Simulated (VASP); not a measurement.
Band structure of CuZn (CsCl type). All values below come from PBE GGA with D3 dispersion (zero damping), VASP's PBE PAW potentials (set 64) (plane waves; VASP).

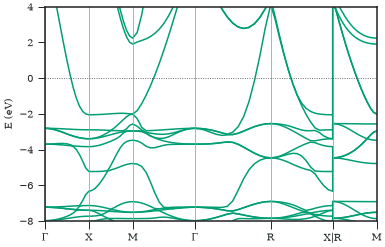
Bands along high-symmetry lines, zero at the valence-band maximum or, without a gap, the Fermi level

### Question
Read the plot: is there a gap, and where are the band edges?

### Answer
It has no gap at this level: it comes out as a metal or semimetal. (Edges off the drawn lines would not show.)

The compound is CuZn in the CsCl type structure. It was relaxed first. The electron count is odd and the run is not spin-polarised, which forces a metal.
